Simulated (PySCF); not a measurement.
SMILES C[C](C)S, doublet at its PBE0/def2-SVP optimised geometry (Å):

```
11

C      0.6946    -1.3983    -0.1258
C      0.0635    -0.0542     0.0000
C      0.8097     1.0797     0.6118
S     -1.6874    -0.0542     0.0000
H      0.7823    -1.9210     0.8491
H      1.7163    -1.3069    -0.5299
H      0.1226    -2.0576    -0.7972
H      0.3880     2.0576     0.3260
H      0.8045     1.0396     1.7207
H      1.8645     1.0637     0.2928
H     -1.8645     1.2856     0.0000
```

Level of theory: unrestricted PBE0/def2-TZVP (PySCF 2.14.0). Cells within 0.4 Å of a nucleus heavier than hydrogen are left out (blank, or x).

Map of the Laplacian of the electron density (e/bohr⁵), clipped to [-1.50, 1.50] on the plane z = 0.8 Å:

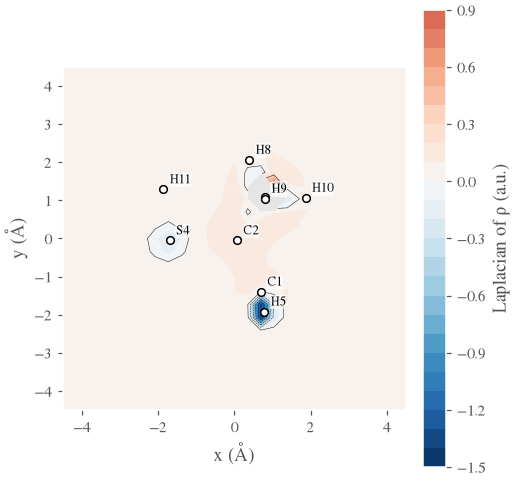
Fig. 1. Laplacian of the electron density (e/bohr⁵), clipped to [-1.50, 1.50] on the plane z = 0.8 Å.
